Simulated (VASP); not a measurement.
Consider the following.

```
CELL_PARAMETERS angstrom
      3.73849     0.00000     0.00000
     -1.86924     3.23763     0.00000
      0.00000     0.00000     4.26773
ATOMIC_POSITIONS crystal
  Br 0.33333 0.66667 0.25000
  Br 0.66667 0.33333 0.75000
```

Method: PBEsol GGA, VASP's PBE PAW potentials (set 64) (plane waves; VASP). Numerical set-up: 400 eV cut-off, 13×13×10 Γ-centred mesh, tetrahedra with Blöchl corrections, potentials Br.

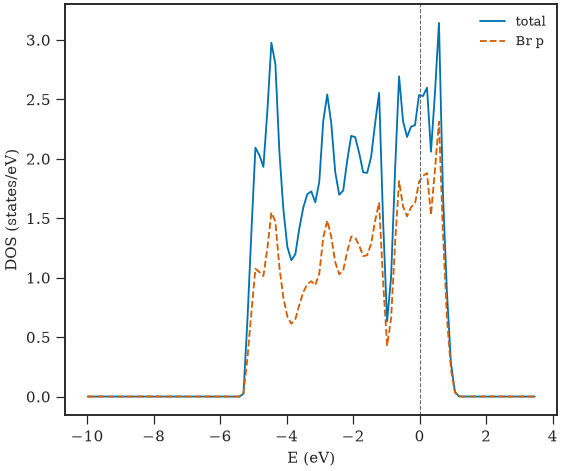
Figure: Total and projected density of states, zero at the Fermi level

Within 2 eV below the Fermi level the largest weight inside VASP's projection spheres is Br p.

It has no gap at this level: it comes out as a metal or semimetal.

The structure was generated: Br was put into the hcp type (P6_3/mmc), which need not be its known phase. It was relaxed first.
